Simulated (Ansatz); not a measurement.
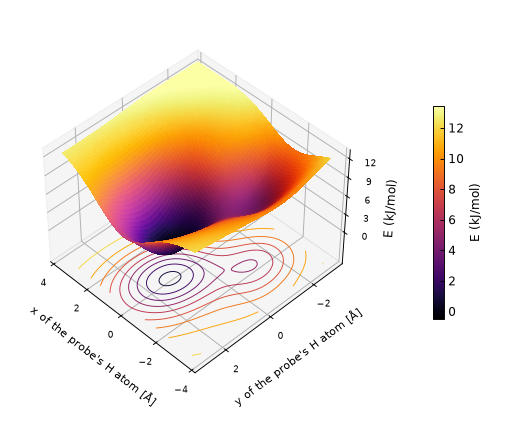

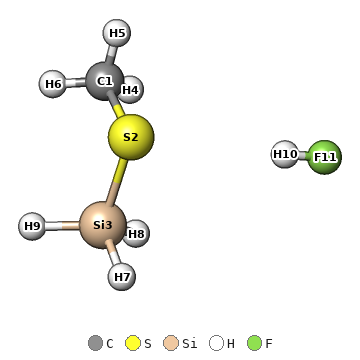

Energy landscape of CH₆SSi (SMILES CS[SiH3]) with the probe HF. The probe is moved over a plane parallel to the molecule's main plane, 3.32 Å above it. Coordinates scanned: (1) x of the probe's H atom; (2) y of the probe's H atom. Nothing is relaxed (molecule and probe rigid, the probe upright with H nearest the plane). The grid has 11 × 9 points. Points are written as (first, second). All energies are given in kJ/mol relative to the lowest grid point. The calculation used Ansatz 0.2.0, RKS PBE-D4/def2-SVPD.

The picture shows a relief with its contours projected below, any walls above the top of the colour scale cut off. Between grid points the surface is interpolated. The second picture is the structure at the lowest point.

What does the map say about the system?

The lowest grid point is at (0.00 Å, 1.46 Å). The bottom of the well lies between grid points, at about (0.11 Å, 1.10 Å), about 0.48 kJ/mol lower on the interpolated surface. The highest grid point, (3.65 Å, −2.92 Å), lies 14.0 kJ/mol above the lowest. Near the minimum the curvatures are about 0.065 and 0.085 eV/Å² along the soft and the stiff direction.

Grid values (kJ/mol):

```
y of the probe's H atom ↓, x of the probe's H atom →  −3.65  −2.92  −2.19  −1.46  −0.73  0.00  0.73  1.46  2.19  2.92  3.65
                                                2.92   12.1   11.5   10.6    9.0    7.3   6.2   6.5   8.1  10.1  11.7  12.6
                                                2.19   11.7   10.9    9.6    7.4    4.6   2.8   3.4   6.0   9.1  11.3  12.6
                                                1.46   11.3   10.3    8.8    6.0    2.4   0.0   1.1   4.8   8.6  11.2  12.7
                                                0.73   10.9    9.6    8.0    5.4    2.0   0.0   1.5   5.3   8.9  11.5  12.9
                                                0.00   10.4    8.7    6.9    5.1    3.6   3.1   4.7   7.4  10.1  12.0  13.2
                                               −0.73   10.2    7.9    5.5    4.4    5.2   6.7   8.4   9.9  11.4  12.7  13.5
                                               −1.46   10.5    8.1    5.4    4.6    6.6   9.0  10.7  11.6  12.6  13.3  13.7
                                               −2.19   11.2    9.3    7.4    7.0    8.6  10.6  12.0  12.7  13.3  13.6  13.9
                                               −2.92   12.1   11.0   10.0    9.8   10.7  11.9  12.9  13.4  13.7  13.9  14.0
```

The whole map (99 points run) took 9.3 min on 1 thread of Arm Neoverse V2 (shared host).
